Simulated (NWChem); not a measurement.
# SVWN5/6-31G run of CBr2Cl2 (SMILES ClC(Cl)(Br)Br)

What is the vertical ionisation energy of CBr2Cl2 at SVWN5/6-31G? 

The calculation is run with NWChem 7.3.0.

### Step 1. Starting point

The species is CBr2Cl2 (5 atoms), meant as a singlet with charge 0. SMILES: `ClC(Cl)(Br)Br`. The shape is that of a PBE0-D4/def2-TZVP optimisation.

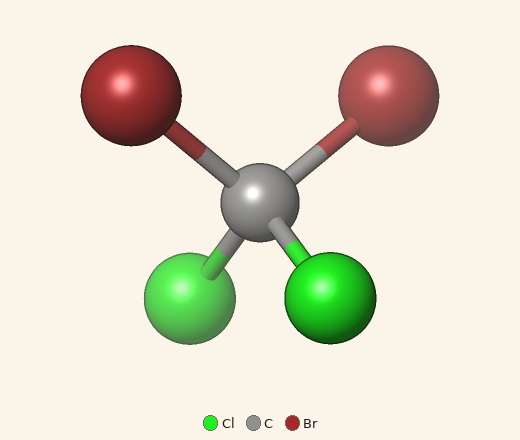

Viewed from a chosen angle; chlorine green, carbon grey, bromine red.

### Step 2. A single-point energy at SVWN5/6-31G

Contents of mol.nw:

```
echo
start mol
title "CBr2Cl2"
memory stack 880 mb heap 220 mb global 1100 mb

geometry units angstroms noautosym nocenter noautoz
  Cl       0.575900      -0.931900       1.411700
  C       -0.009600      -0.014800       0.034300
  Cl      -1.436900       0.900100       0.488900
  Br      -0.454900      -1.231600      -1.410000
  Br       1.375400       1.204500      -0.566200
end

basis spherical bse
  * library 6-31G
end

dft
  xc slater vwn_5
  grid fine
  convergence energy 1e-08
  maxiter 100
  mulliken
  noprint "final vectors analysis"
end

task dft energy
```

Started as:

```
nwchem mol.nw > mol.out
```

Standard output:

```text
[...]
          Wavefunction type:  closed shell.
          No. of atoms     :     5
          No. of electrons :   110
[...]
          Charge           :     0
          Spin multiplicity:     1
[...]
          AO basis - number of functions:    89
[...]
              XC Information
              --------------
                        Slater Exchange Functional  1.000 local
                      VWN V Correlation Functional  1.000 local
[...]
 d= 0,ls=0.0,diis     1  -6095.2137725180 -6.95D+03  3.99D-02  2.50D+00     3.8
[...]
 d= 0,ls=0.0,diis    11  -6095.5321101710 -3.60D-09  1.15D-07  6.82D-11    26.4
         Total DFT energy =    -6095.532110170982
      One electron energy =   -10184.239154878866
           Coulomb energy =     3471.514162389887
    Exchange-Corr. energy =     -234.252726713778
 Nuclear repulsion energy =      851.445609031774
[...]
      Total Density - Mulliken Population Analysis
     ---------------------------------------------
    Atom       Charge   Shell Charges
 -----------   ------   -------------------------------------------------------
    1 Cl  17    16.78   2.00  2.00  5.97  1.45  3.58  0.48  1.30
    2 C    6     6.90   2.00  0.64  1.88  0.97  1.41
    3 Cl  17    16.78   2.00  2.00  5.97  1.45  3.58  0.48  1.30
    4 Br  35    34.77   2.00  2.00  6.00  2.00  5.98  1.67  3.72  0.27  1.14  6.96  3.04
    5 Br  35    34.77   2.00  2.00  6.00  2.00  5.98  1.67  3.72  0.27  1.14  6.96  3.04
[...]
```

Run time: 27 s. Hardware: 1 thread of AMD EPYC 7R43 (Zen 3), shared host; peak memory 0.12 GiB.

### Step 3. The doublet cation, same level

Contents of m1.nw:

```
start m1
title "CBr2Cl2"
memory 2200 mb
charge 1

geometry units angstrom noautosym nocenter noautoz
 Cl     0.575900    -0.931900     1.411700
 C     -0.009600    -0.014800     0.034300
 Cl    -1.436900     0.900100     0.488900
 Br    -0.454900    -1.231600    -1.410000
 Br     1.375400     1.204500    -0.566200
end

basis spherical bse
 * library 6-31G
end

dft
 xc slater vwn_5
 mult 2
 grid fine
 convergence energy 1e-08
 iterations 100
 mulliken
 print low
end

task dft
```

Started as:

```
nwchem m1.nw > m1.out
```

Standard output:

```text
[...]
 d= 0,ls=0.0,diis     1  -6094.7123377572 -6.95D+03  3.77D-02  1.68D+00     4.0
[...]
 d= 0,ls=0.5,diis    76  -6095.1534886538 -2.44D-09  3.91D-07  2.58D-08   187.1
[...]
         Total DFT energy =    -6095.153488662364
      One electron energy =   -10159.610795285163
           Coulomb energy =     3446.914159600609
    Exchange-Corr. energy =     -233.902462009584
 Nuclear repulsion energy =      851.445609031774
[...]
      Total Density - Mulliken Population Analysis
     ---------------------------------------------
    Atom       Charge   Shell Charges
 -----------   ------   -------------------------------------------------------
    1 Cl  17    16.57   2.00  2.00  5.97  1.48  3.53  0.47  1.12
    2 C    6     6.99   2.00  0.64  1.89  0.99  1.48
    3 Cl  17    16.57   2.00  2.00  5.97  1.48  3.53  0.47  1.13
    4 Br  35    34.44   2.00  2.00  6.00  2.00  5.98  1.72  3.64  0.24  0.87  6.96  3.04
    5 Br  35    34.44   2.00  2.00  6.00  2.00  5.98  1.72  3.64  0.24  0.88  6.96  3.04
[...]
      <S2> =      0.7504 (Exact =     0.7500)
[...]
```

It took 3.2 min on 1 thread of AMD EPYC 7R43 (Zen 3), shared host; peak memory 0.12 GiB.

### Step 4. Results

Level: SVWN5/6-31G.

| quantity | value |
| --- | --- |
| singlet CBr2Cl2: total energy | -6095.53211 Eh |
| singlet CBr2Cl2: dipole moment | 0.12 D |
| doublet cation: total energy | -6095.15349 Eh |
| doublet cation: ⟨S²⟩ | 0.750 |
| vertical ionisation energy (to the doublet cation) | 10.303 eV |

The vertical ionisation energy comes to 10.30 eV (994 kJ/mol).
